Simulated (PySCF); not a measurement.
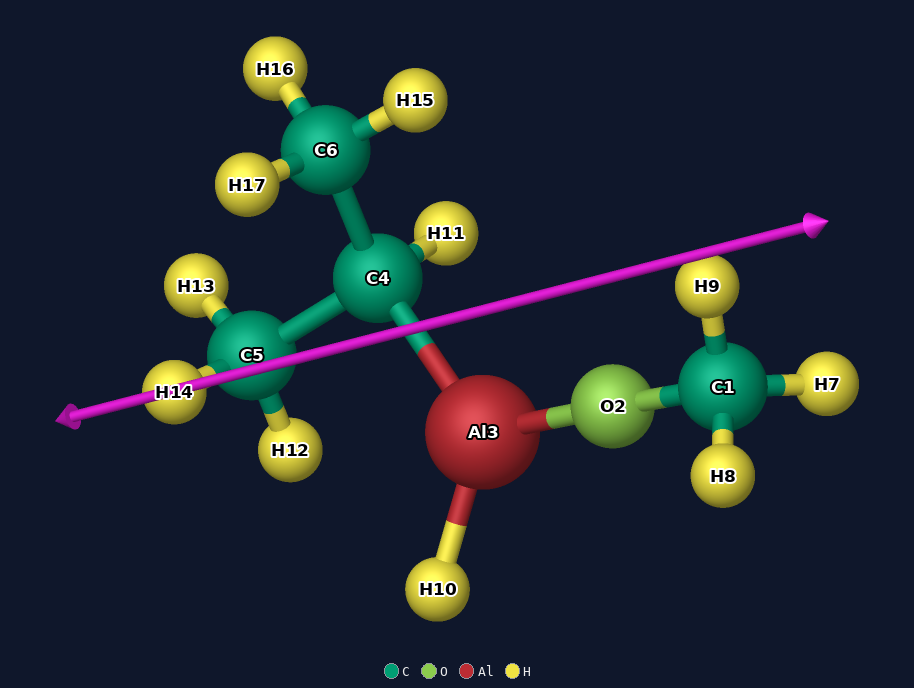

The double arrow shows the direction of the transition dipole to excited singlet state 5 (its length means nothing). The geometry was computed by an optimisation with GFN2-xTB. No frequency run is at hand to confirm it as a minimum. Method: TDDFT CAM-B3LYP/def2-SVPD, vertical, gas phase, core orbitals frozen in the response (PySCF 2.14.0).

**How is the transition polarised?**

Nearly parallel to the O2–Al3 bond.

**Give its energy, strength and character.**

7.18 eV (173 nm), oscillator strength 0.087, mainly HOMO−2 → LUMO (weight 0.90); transition dipole 1.79 D.

The geometry is semi-empirical. Around Al such bond lengths and angles can be off by a tenth of an ångström or more and by several degrees, and values that hang on the shape move with them.
